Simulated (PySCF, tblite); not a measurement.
# C₆H₅FNO radical: geometry, infrared bands and EPR parameters

What infrared bands and EPR parameters should C₆H₅FNO radical (`N#C[C@@H]1C=[C]O[C@@H](F)C1`) show?

The runs use tblite 0.8.0 and PySCF 2.14.0, with density-fitted response routines of our own; the level of theory stands in each step. All values are computed, except where a source is named. Atoms are numbered from 0 throughout.

## (1) The starting structure

14 atoms, charge 0, multiplicity 2; geometry from: force field or distance geometry start.

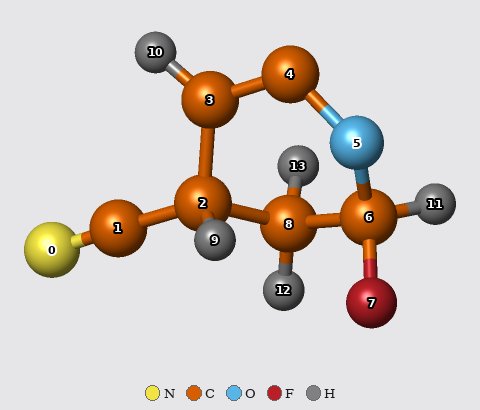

As it starts; nitrogen yellow, carbon orange, oxygen blue, fluorine red, hydrogen grey, atoms numbered.

## (2) Optimising the geometry with GFN2-xTB

The job: settings as JSON, then the geometry in Å.

```
{"job": {"kind": "relax", "xc": "GFN2-xTB", "basis": "xTB"}, "charge": 0, "multiplicity": 2}
N     -2.562000    -1.692300     1.213100
C     -1.743600    -0.953700     0.898100
C     -0.689900    -0.055400     0.505100
C     -1.137000     0.938900    -0.552700
C     -0.156200     1.731400    -0.988000
O      1.128200     1.561600    -0.452500
C      1.599700     0.240600    -0.166000
F      2.173500     0.154200     1.095600
C      0.474400    -0.781200    -0.171400
H     -0.229000     0.516200     1.349300
H     -2.147000     0.992100    -0.906500
H      2.359400     0.032800    -0.929800
H      0.719100    -1.723100     0.326000
H      0.209800    -0.962600    -1.242500
```

Run with:

```bash
> OMP_NUM_THREADS=1 python probes_run.py task.json out
```

One launch serves the whole session: the jobs run in the order shown.

The program printed:

```text
step      E/eV     max force
  0    -733.34482    3.067
  1    -733.52052    1.495
  2    -733.51793    4.081
  3    -733.62440    1.076
  4    -733.65452    0.920
  5    -733.68880    0.489
  6    -733.71670    0.503
  7    -733.73499    0.462
  8    -733.75896    0.407
  9    -733.77154    0.322
 10    -733.78385    0.277
 11    -733.79562    0.322
 12    -733.80651    0.301
 13    -733.81465    0.237
 14    -733.82154    0.197
 15    -733.82908    0.254
 16    -733.83801    0.331
 17    -733.84605    0.271
 18    -733.85277    0.242
 19    -733.86069    0.251
 20    -733.87200    0.280
 21    -733.88542    0.359
 22    -733.89759    0.355
 23    -733.90800    0.328
 24    -733.91768    0.262
 25    -733.92800    0.232
 26    -733.93793    0.296
 27    -733.94587    0.217
 28    -733.93900    0.797
 29    -733.95708    0.190
 30    -733.96254    0.163
 31    -733.97597    0.677
 32    -733.98380    0.500
 33    -733.98930    0.160
 34    -733.99521    0.742
 35    -734.00183    0.180
 36    -734.00642    0.127
 37    -734.00909    0.188
 38    -734.01091    0.105
 39    -734.01258    0.104
 40    -734.01341    0.069
 41    -734.01376    0.043
 42    -734.01402    0.065
 43    -734.01425    0.058
 44    -734.01446    0.050
 45    -734.01462    0.032
 46    -734.01475    0.030
 47    -734.01490    0.029
 48    -734.01506    0.034
 49    -734.01522    0.031
 50    -734.01535    0.032
 51    -734.01546    0.034
 52    -734.01556    0.026
 53    -734.01564    0.022
 54    -734.01570    0.018
 55    -734.01575    0.017
 56    -734.01580    0.018
 57    -734.01585    0.018
 58    -734.01589    0.016
 59    -734.01593    0.013
 60    -734.01596    0.014
 61    -734.01599    0.016
 62    -734.01603    0.015
 63    -734.01607    0.016
 64    -734.01611    0.015
 65    -734.01614    0.016
 66    -734.01617    0.015
 67    -734.01618    0.011
 68    -734.01619    0.008
```

Run time: 0.32 s. Hardware: 1 thread of Arm Neoverse V2, shared host.

The steps of the relaxation: (not every step is listed) (the energy doesn't fall at every step)

| step | energy from step 0 (eV) | largest force (eV/Å) |
| --- | --- | --- |
| 0 | 0.0000 | 3.0668 |
| 1 | -0.1757 | 1.4950 |
| 2 | -0.1731 | 4.0805 |
| 3 | -0.2796 | 1.0759 |
| 4 | -0.3097 | 0.9196 |
| 5 | -0.3440 | 0.4889 |
| 6 | -0.3719 | 0.5034 |
| 7 | -0.3902 | 0.4622 |
| 8 | -0.4141 | 0.4066 |
| 13 | -0.4698 | 0.2373 |
| 18 | -0.5079 | 0.2419 |
| 23 | -0.5632 | 0.3275 |
| 28 | -0.5942 | 0.7972 |
| 33 | -0.6445 | 0.1603 |
| 38 | -0.6661 | 0.1054 |
| 43 | -0.6694 | 0.0582 |
| 48 | -0.6702 | 0.0337 |
| 53 | -0.6708 | 0.0216 |
| 58 | -0.6711 | 0.0158 |
| 63 | -0.6712 | 0.0158 |
| 64 | -0.6713 | 0.0151 |
| 65 | -0.6713 | 0.0157 |
| 66 | -0.6713 | 0.0148 |
| 67 | -0.6714 | 0.0110 |
| 68 | -0.6714 | 0.0078 |

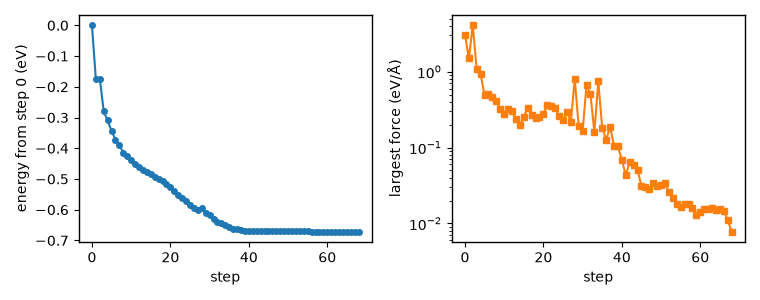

Energy and force, step by step.

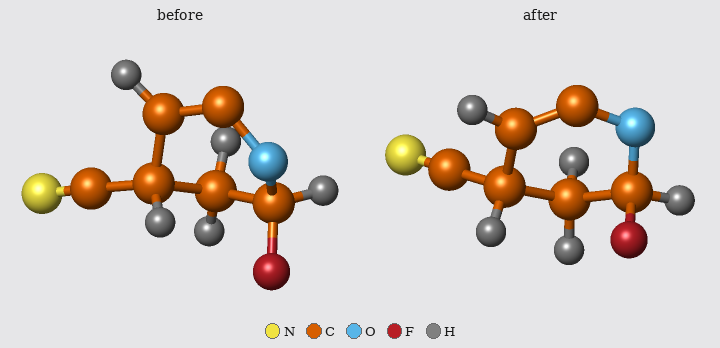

Before and after, at one scale.

Distances of close pairs at the start and the end, largest changes first:

| bond | before (Å) | after (Å) | change (Å) |
| --- | --- | --- | --- |
| C4–O5 | 1.402 | 1.327 | -0.075 |
| O5–C6 | 1.432 | 1.398 | -0.033 |
| C3–C4 | 1.334 | 1.302 | -0.032 |
| C2–C3 | 1.519 | 1.545 | +0.026 |
| C8–H13 | 1.118 | 1.092 | -0.026 |
| C2–H9 | 1.119 | 1.099 | -0.020 |
| C6–F7 | 1.389 | 1.374 | -0.015 |
| C6–C8 | 1.520 | 1.529 | +0.009 |

The next job starts from the end point, and lists it.

## (3) Vibrational analysis with GFN2-xTB

The job: settings as JSON, then the geometry in Å.

```
{"job": {"kind": "ir", "xc": "GFN2-xTB", "basis": "xTB"}, "charge": 0, "multiplicity": 2}
N     -2.728852    -1.753714     0.412235
C     -1.829666    -1.052497     0.498327
C     -0.705358    -0.157563     0.580971
C     -1.027881     1.153051    -0.170790
C     -0.152583     1.590690    -1.030261
O      1.062630     1.146538    -1.323194
C      1.582725     0.250371    -0.384047
F      1.958039     0.935363     0.746131
C      0.551922    -0.814070    -0.008216
H     -0.541929     0.111152     1.633494
H     -1.964764     1.630380     0.043580
H      2.498841    -0.172565    -0.815501
H      0.997950    -1.502364     0.711502
H      0.298249    -1.365243    -0.916399
```

The program printed:

```text
mode    cm-1     km/mol
  1      66.2      8.55
  2     123.4     10.36
  3     153.8      4.00
  4     226.7      1.15
  5     340.3      2.52
  6     366.1      1.47
  7     408.2      2.40
  8     493.2     10.68
  9     522.2      5.07
 10     564.2     15.35
 11     621.4      5.92
 12     744.8      5.74
 13     777.6     24.21
 14     844.5      5.64
 15     894.6     42.90
 16     918.1     40.73
 17     991.1     57.46
 18    1013.6    113.09
 19    1036.3      9.03
 20    1065.7     71.58
 21    1100.7     43.42
 22    1129.1     33.65
 23    1176.0      4.46
 24    1197.7     12.10
 25    1234.7     53.04
 26    1257.4     25.63
 27    1277.2     19.53
 28    1314.5      1.09
 29    1443.8      5.23
 30    1712.5    141.31
 31    2395.1    217.74
 32    2893.8      6.21
 33    2931.1     20.64
 34    2992.6     12.78
 35    2996.5      6.88
 36    3147.6      2.58
```

It took 0.33 s on 1 thread of Arm Neoverse V2, shared host.

Which atoms move in the most intense modes:

| cm⁻¹ | km/mol | atoms |
| --- | --- | --- |
| 895 | 42.9 | O5 28 %, C6 24 %, H12 13 %, C2 11 % |
| 991 | 57.5 | C6 21 %, H9 15 %, C8 15 %, H12 12 % |
| 1014 | 113.1 | H10 19 %, C6 14 %, O5 12 %, H11 10 % |
| 1066 | 71.6 | C6 33 %, O5 19 %, C8 10 %, H10 10 % |
| 1101 | 43.4 | C2 25 %, C8 21 %, H9 13 %, H12 10 % |
| 1235 | 53.0 | H9 26 %, H12 25 %, C2 17 % |
| 1712 | 141.3 | C4 56 %, C3 40 % |
| 2395 | 217.7 | C1 60 %, N0 40 % |

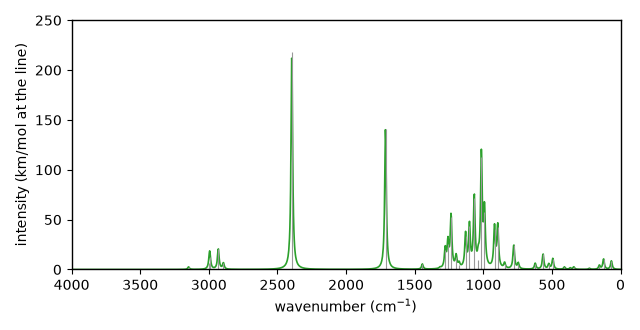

The infrared spectrum from these modes, unscaled. Lines are broadened to a width of 14 cm⁻¹ (Lorentzian).

## (4) g tensor and hyperfine couplings: B3LYP/pcH-1

The job, as its differences from that of step 3:

```diff
@@ -1,2 +1,2 @@
-{"job": {"kind": "ir", "xc": "GFN2-xTB", "basis": "xTB"}, "charge": 0, "multiplicity": 2}
+{"job": {"kind": "epr", "basis": "pcH-1"}, "charge": 0, "multiplicity": 2}
 N     -2.728852    -1.753714     0.412235
```

Level: UKS B3LYP, pcH-1 on C F H N O, non-relativistic, mean-field spin-orbit, GIAO.

The program printed:

```text
UKS, coarse grid
  cycle   1  E = -461.23332641  |g| = 5.87e-01
  cycle   2  E = -460.97549087  |g| = 1.02e+00
  cycle   3  E = -461.34433012  |g| = 2.11e-01
  cycle   4  E = -461.36092341  |g| = 7.83e-02
  cycle   5  E = -461.36335017  |g| = 1.88e-02
  cycle   6  E = -461.36352479  |g| = 7.00e-03
  cycle   7  E = -461.36355959  |g| = 3.37e-03
  cycle   8  E = -461.36357117  |g| = 2.12e-03
  cycle   9  E = -461.36357857  |g| = 8.34e-04
UKS, final grid
  cycle   1  E = -461.36353134  |g| = 9.89e-04
  cycle   2  E = -461.36353093  |g| = 1.76e-03
  cycle   3  E = -461.36353222  |g| = 2.83e-04
  cycle   4  E = -461.36353233  |g| = 2.30e-04
  cycle   5  E = -461.36353242  |g| = 2.10e-04
  cycle   6  E = -461.36353246  |g| = 2.77e-05
  cycle   7  E = -461.36353246  |g| = 5.86e-06
E = -461.36353246 Eh   <S^2> = 0.7574 (exact 0.7500)
g shifts (ppm)      1          2          3
  rmc          -194       -194       -194
  gc             27         20        -80
  oz_so        -486        -55       1656
  total        -652       -228       1382
hyperfine (MHz)  atom isotope    a_iso     a_fc   dipolar eigenvalues
    0   14N       0.31       0.31     -0.54     -0.52      1.05
    1   13C      -5.57      -5.57     -0.93     -0.36      1.29
    2   13C      49.15      49.15     -7.61     -6.67     14.28
    3   13C      56.88      56.88    -20.25     -2.33     22.58
    4   13C     537.58     537.58    -76.58    -55.71    132.29
    5   17O    -133.23    -133.23    -20.42      8.73     11.69
    6   13C      29.11      29.11     -6.91     -6.20     13.12
    7   19F       5.03       5.03     -7.48     -6.65     14.13
    8   13C      -5.11      -5.11     -1.09     -0.53      1.62
    9    1H      -2.04      -2.04     -3.85     -0.90      4.75
   10    1H      42.49      42.49     -7.75     -5.16     12.91
   11    1H       1.96       1.96     -4.04     -1.83      5.87
   12    1H      12.33      12.33     -1.60     -1.03      2.62
   13    1H       1.42       1.42     -2.15     -1.89      4.04
```

It took 80 s on 1 thread of Arm Neoverse V2, shared host; peak memory 0.97 GiB.

Principal g values 2.00167, 2.00209, 2.00370; g(iso) = 2.00249, against 2.00232 for a free electron.

Hyperfine couplings, nucleus by nucleus at this fixed geometry (no averaging over rotations):

| nuclei | isotope | a(iso) (MHz) | a(iso) (G, at g = 2.0023) | largest dipolar term (MHz) |
| --- | --- | --- | --- | --- |
| C4 | 13C | 537.6 | 191.8 | 132.3 |
| O5 | 17O | -133.2 | -47.5 | -20.4 |
| C3 | 13C | 56.9 | 20.3 | 22.6 |
| C2 | 13C | 49.2 | 17.5 | 14.3 |
| H10 | 1H | 42.5 | 15.2 | 12.9 |
| C6 | 13C | 29.1 | 10.4 | 13.1 |
| H12 | 1H | 12.3 | 4.4 | 2.6 |
| C1 | 13C | -5.6 | -2.0 | 1.3 |
| C8 | 13C | -5.1 | -1.8 | 1.6 |
| F7 | 19F | 5.0 | 1.8 | 14.1 |
| H9 | 1H | -2.0 | -0.7 | 4.8 |
| H11 | 1H | 2.0 | 0.7 | 5.9 |
| H13 | 1H | 1.4 | 0.5 | 4.0 |
| N0 | 14N | 0.3 | 0.1 | 1.1 |

Mulliken spin populations:

N0 0.01; C1 -0.01; C2 0.07; C3 -0.11; C4 0.94; O5 0.03; C6 0.04; F7 0.00; C8 0.00; H9 0.00; H10 0.02; H11 0.00; H12 0.00; H13 0.00

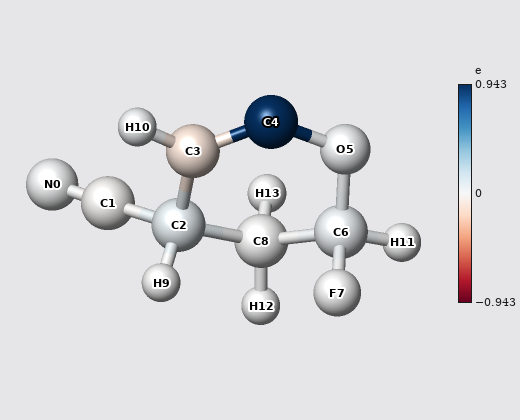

Mulliken spin populations, as colours on the atoms.

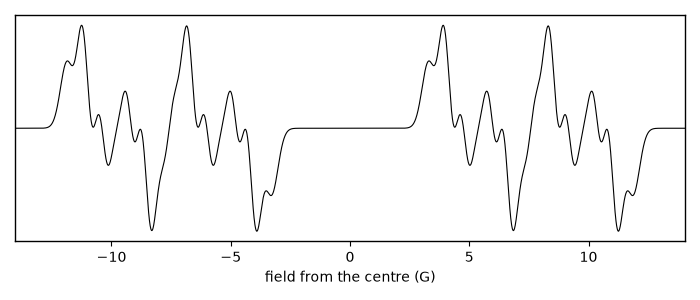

First-order isotropic spectrum (first derivative, main isotopes with spin only, couplings over 0.8 MHz, Gaussian width 0.3 G; couplings of the frozen geometry, rotation of groups not averaged beyond the rows shown).

Orbitals, density, ELF and potential are computed afterwards from the orbital file.

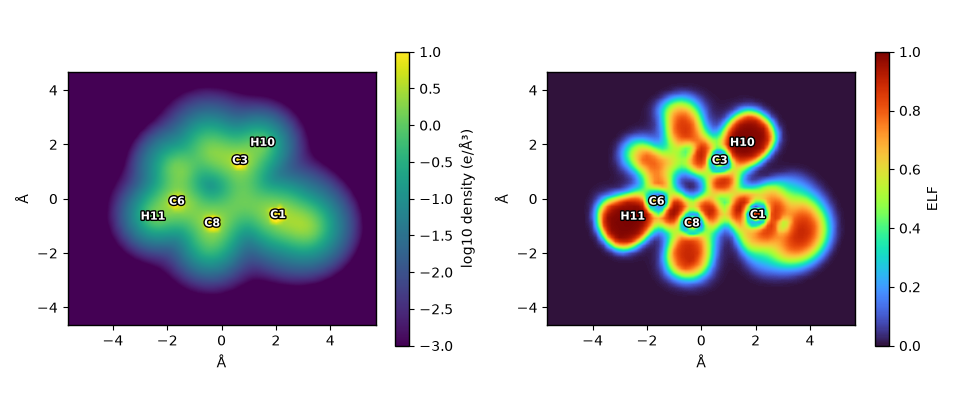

Density (left) and ELF (right) in a plane through or near 6 of the atoms.

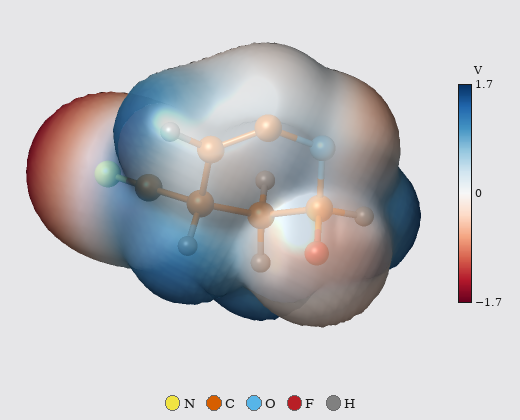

The potential that a unit positive charge feels on the 0.002 e/bohr³ surface, from -1.70 V near N0 to 1.65 V near H11.

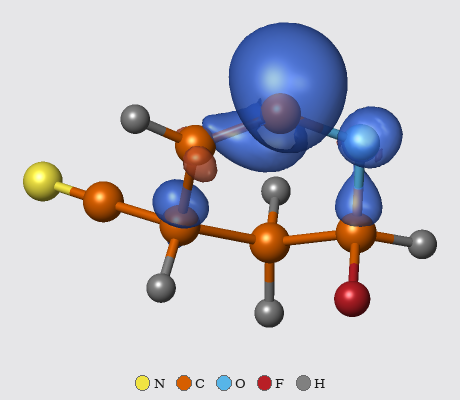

Spin density at ±0.05 e/Å³ (alpha excess blue, beta excess red).

## (5) Summary of results

```
                                                                  quantity                  value
                                 strongest single infrared mode (GFN2-xTB)  2395 cm⁻¹, 218 km/mol
                                              zero-point energy (GFN2-xTB)          60.6 kcal/mol
                                                            g(iso) (B3LYP)                2.00249
                                                                      ⟨S²⟩     0.757 (exact 0.75)
                                                            largest a(iso)   13C on C4, 537.6 MHz
potential on the surface of density 0.002 e/bohr³, 1st and 99th percentile     -1.70 V and 1.65 V
```

In words: The optimisation took 68 steps and gained 0.671 eV; among the close pairs (by a distance rule), C4–O5 changed most, from 1.402 to 1.327 Å. No mode is imaginary among the 36: a minimum at this level. The strongest single mode, at 2395 cm⁻¹, moves mainly C1 and N0. GFN2-xTB is a fitted tight-binding method: band positions and strengths are rough. Its intensities can rank the bands wrongly. C4 carries the largest spin population, 0.94 e. The isotropic g lies 0.2 ppt above the free-electron value. These values are for one conformer; the search (at its own cheap level) found 2 more, at 1.40, 2.61 kcal/mol, and measured spectra average over such forms.
